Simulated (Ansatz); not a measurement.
# Fields on a plane of PbS (rock salt)

```
PbS
1.0
    0.00000     3.00436     3.00436
    3.00436     0.00000     3.00436
    3.00436     3.00436     0.00000
S Pb
1 1
Cartesian
  0.00000   0.00000   0.00000
  3.00436   3.00436   3.00436
```

The slice is a {111} plane (indices of the conventional cell) through the point (0.500, 0.500, 0.500) (fractional), spanned by u = [100] and v = [-1 2 0] in vectors of this cell: u (4.25 Å) and v (7.36 Å, at 90° to u). It covers one period; positions are fractions (u, v).

Atoms on it: Pb at (0.00, 0.00); Pb at (0.50, 0.50).

Level of theory: PBE (plane waves to 420 eV, PAW, scalar-relativistic; Ansatz, a first-principles code). k mesh 10×10×10. Near the nuclei the fields are pseudised (PAW); where an atom keeps semicore shells as valence, they peak there. PbS was relaxed with its symmetry unable to fall. Spin-orbit coupling is left out, though Pb is heavy.

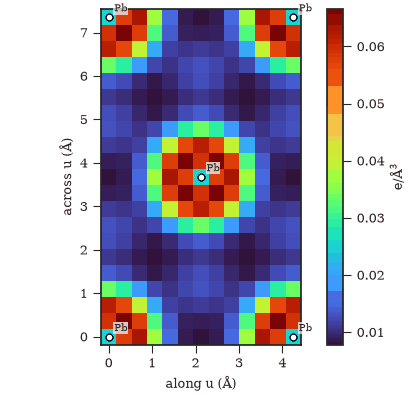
Fig. 1. Density of the highest valence band (whole band, smooth part) in e/Å³, one period of the plane, atoms marked. 

```
|998866331100000011336688|
|666644221100000011224466|
|443322110000000000112233|
|111100000000000000000011|
|000000000000000000000000|
|000000000011111100000000|
|000000112233443322110000|
|000011224466666644221100|
|000011336688998866331100|
|000011447799999977441100|
|000011336688998866331100|
|000011224466666644221100|
|000000112233443322110000|
|000000000011111100000000|
|000000000000000000000000|
|111100000000000000000011|
|443322110000000000112233|
|666644221100000011224466|
|998866331100000011336688|
|999977441100000011447799|
```
Scale: ten equal steps from -1.34 (start of '0') to 1.01 (end of '9'), in the order '0123456789'. Values: log₁₀ of the valence density in e/Å³. The map has 12 points along u (two characters each, u = 0 at the left) and 20 along v (v = 0 in the bottom row). The scale is logarithmic, as a density can span decades between atoms and voids.
